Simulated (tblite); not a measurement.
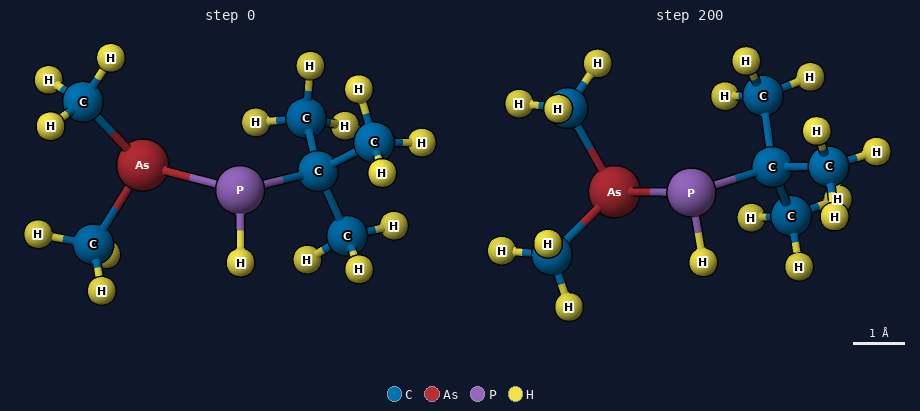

The structure of C6H16AsP before (left) and after (right) a relaxation, at one scale.

Style: ball-and-stick. Shown at a tilt.

These are results of tblite, GFN2-xTB geometry optimisation, gas phase, not measurements. 

What changed between the two?

Over 200 geometry steps the energy falls by 43.8 kcal/mol. The atom that moves furthest after the best rigid fit is an H atom (2.12 Å). By element the largest moves are H 2.12 Å, C 1.15 Å, As 0.88 Å, P 0.19 Å. Among the contacts that change: H–P 1.456 → 1.403 Å, C–H 1.130 → 1.089 Å, C–P 1.861 → 1.897 Å, C–H 1.111 → 1.090 Å. Among the angles between lasting bonds that change: C–As–P 114.4° → 93.7°, C–As–P 113.9° → 95.6°, C–As–C 111.8° → 95.9°. Groups turn about C–C by about 30°, C–P by about 30°.
